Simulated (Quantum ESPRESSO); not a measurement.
# Cost against accuracy: conv_thr for HfTiW₄ (F-43m, 6 atoms in the cell)

```xyz
6
Lattice="0.0000 3.7808 3.7808 3.7808 0.0000 3.7808 3.7808 3.7808 0.0000" Properties=species:S:1:pos:R:3 pbc="T T T"
Hf     5.6712     5.6712     5.6712
Ti     0.0000     0.0000     0.0000
W      2.8353     2.8353     2.8353
W      2.8353     4.7263     4.7263
W      4.7263     4.7263     2.8353
W      4.7263     2.8353     4.7263
```

Level of theory: PBEsol, PseudoDojo standard norm-conserving (PBESOL) pseudopotentials (plane waves; Quantum ESPRESSO).

Base settings: ecutwfc = 85 Ry; occupations = smearing; smearing = marzari-vanderbilt; degauss = 0.0073499 Ry; potentials = {Hf: Hf.upf, Ti: Ti.upf, W: W.upf}; K_POINTS = automatic 4 4 4 1 1 1; conv_thr = 1e-10 Ry; mixing_beta = 0.7.

Misses are taken against the tightest run, 7.3e-14 Ry, which need not be fully converged itself.

The count of work is k-points × plane waves × bands × iterations; it is no time, and leaves out set-up, grids and terms that scale otherwise. Core times come from one kind of shared machine and are given to one figure; runs under 30 s give none.

The starting cell comes from a database of computed structures (which also holds hypothetical and non-ambient phases and stackings), without a prior relaxation at this level. Spin polarisation is off. In the base run, with a pressure of about -8 GPa the cell is away from its equilibrium volume at this level.

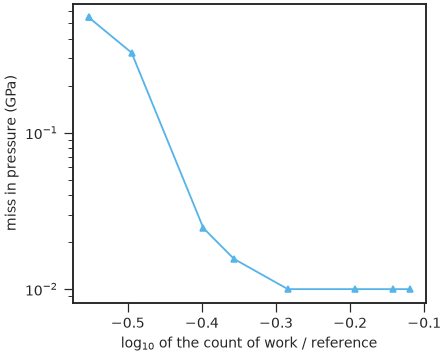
Miss against the count of work; the reference run is not drawn, and misses under 0.01 GPa are drawn there.

```tsv
conv_thr	pressure less reference (GPa)	count of work / reference	core time / reference (rough)
0.0073 Ry	-0.55	0.28	0.4
0.00073 Ry	-0.55	0.28	0.4
7.3e-05 Ry	0.33	0.32	0.5
7.3e-06 Ry	-0.02	0.40	0.5
7.3e-07 Ry	-0.02	0.44	0.6
7.3e-08 Ry	0.00	0.52	0.7
7.3e-10 Ry	0.00	0.64	0.8
1e-10 Ry	0.00	0.72	0.7
7.3e-12 Ry	0.00	0.76	0.9
7.3e-14 Ry	0.00	1.0	1
```

Coarsest setting among those run that, with all tighter ones, holds the pressure within 0.1 GPa of the reference: 7.3e-06 Ry, off by 0.025 GPa; its saving against the reference is no more than about a factor of 2 in time.

The step from 0.0073 Ry to 7.3e-12 Ry: it takes the miss in the pressure from 0.55 to 0.000 GPa, for 2.7 times the count of work and roughly 2 times the time.
